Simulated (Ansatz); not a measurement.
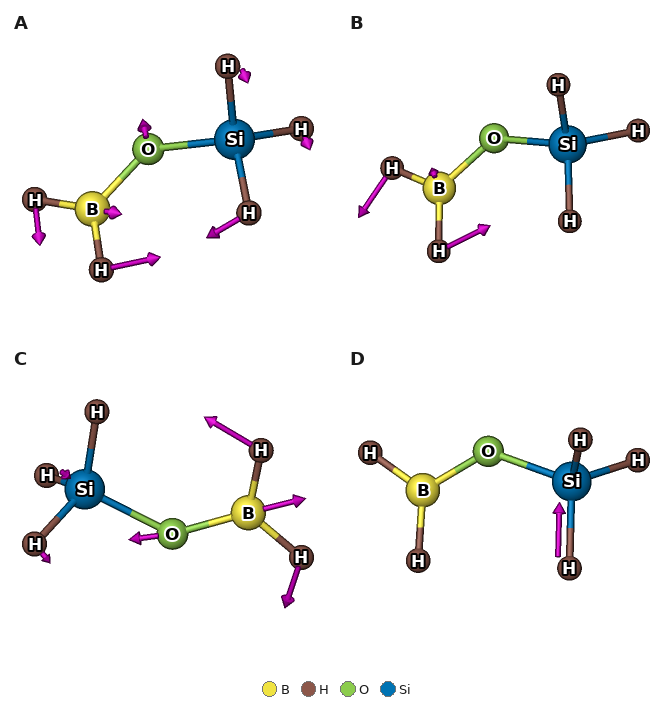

4 normal modes of one molecule or complex, as arrows. Harmonic vibrations computed with RKS PBE0-D4/def2-TZVP (Ansatz 0.2.0) at a stationary point of the same level.

Match the panels to the wavenumbers 203 cm⁻¹, 1021 cm⁻¹, 1396 cm⁻¹, 2234 cm⁻¹.

Answer. A: 203 cm⁻¹
B: 1021 cm⁻¹, H–B–O bending
C: 1396 cm⁻¹
D: 2234 cm⁻¹, Si–H stretching
